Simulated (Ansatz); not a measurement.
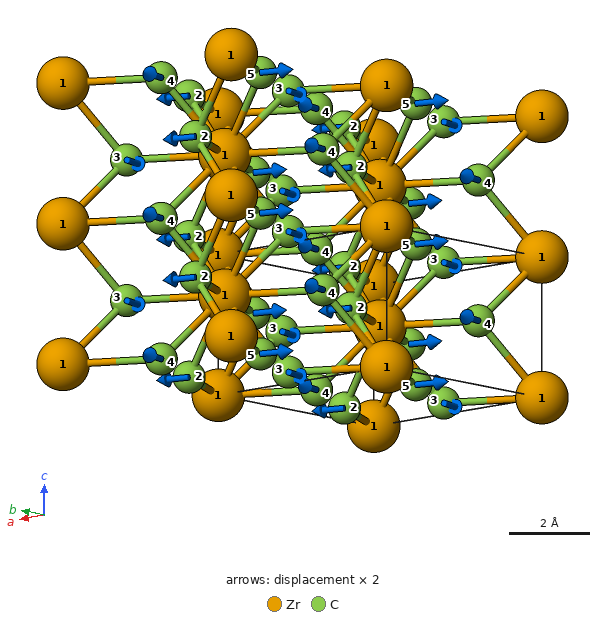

A relaxation of solid ZrC4 (a generated structure, set up in I4/m) (coarse preliminary run). The starting structure is drawn; blue arrows show the displacements (the part carried along by the change of the cell is left out), 2 times their true length.

A ball-and-stick model of the conventional cell (2 times the calculation's cell), repeated 1 × 2 × 2 with one cell outlined, seen from a free direction. Lengths and directions refer to the drawn axes.

The calculation used Ansatz 0.2.0, DFT PBE, scalar-relativistic, plane waves, PAW. (plane-wave cutoff 420 eV; k-point mesh 6 × 6 × 6; occupations gaussian; smearing width 0.1 eV; no spin polarisation; cell and atoms relaxed; force threshold 0.04 eV/Å; at most 70 steps)

### Which element moves most?

Carbon: up to 0.48 Å, against 0.00 Å for zirconium.

### Describe the change and its energy.

The largest moves relative to the cell, 0.48 Å, are those of C2, C3, C4 and C5. C5 goes along [−3 −1 0]. Zr stays in place. The volume changes by −17.7 %, with a = b 5.774 → 5.360 Å (−7.2 %), c 3.608 → 3.445 Å (−4.5 %). Among the contacts that change: C2–C5 2.543 → 1.441 Å, C2–C3 2.547 → 2.001 Å, Zr1–C2 2.584 → 2.345 Å, Zr1–Zr1 3.608 → 3.445 Å. New bonds form, among them: C2–C5 (2.54 → 1.44 Å), C3–C4 (2.54 → 1.44 Å). Bond angles that change, for instance: Zr1–C2–Zr1 88.9° → 78.0°, Zr1–C2–Zr1 119.8° → 109.7°. The space group stays I4/m (No. 87). Over 10 accepted moves (11 points after the start) the energy falls by 1162 meV per atom. Largest force component: 0.55 eV/Å at the start, 0.028 eV/Å at the end. Pressure: −27.49 GPa at the start and −0.03 GPa at the end. At 1 point the geometry stayed and the basis and grid were re-selected for the new cell (energy shift of 1.9 meV per atom at most each time).
